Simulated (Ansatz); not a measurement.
All values below come from PBE (plane waves to 420 eV, PAW; Ansatz, a quantum-chemistry and plane-wave program).

Host crystal: corundum, with a band gap (PBE, scalar-relativistic without spin-orbit coupling).

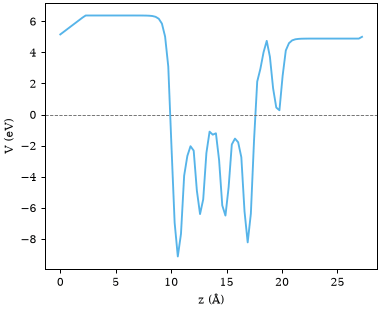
Figure: Planar average of the electrostatic potential across the slab, in eV from the highest filled level, for NH2 on the 1x1 (0001) surface of corundum (cut with top plane Al), one in a 1x1 cell, started at the site 'hollow Al-O-O-O over O at depth 2.3 Å'

Model: 23-atom slab, 6.7 Å thick at the start under the adsorbate (thin: gaps and levels are the slab's own), 6x6x1 mesh, Fermi-Dirac 0.01 eV, dipole correction, 9 atoms held, the rest relaxed; no symmetry held; spin-polarised, ending with about 1.0 μB a cell; orders that need a larger cell were not tried, no spin-orbit, no U, no dispersion correction. At the end it is bonded to Al. In PBE it is, or lies within 0.03 eV of, the lowest of the starts that converged.

**Question.** The surface cell has an area of 20.03 Å². What dipole along the normal does the step between the two vacuum levels imply?

**Answer.** the top vacuum level lies 1.49 eV below the bottom one; p = −ε₀ A ΔV (ε₀ = 0.005526 e/(V·Å)) gives 0.16 e·Å a cell.
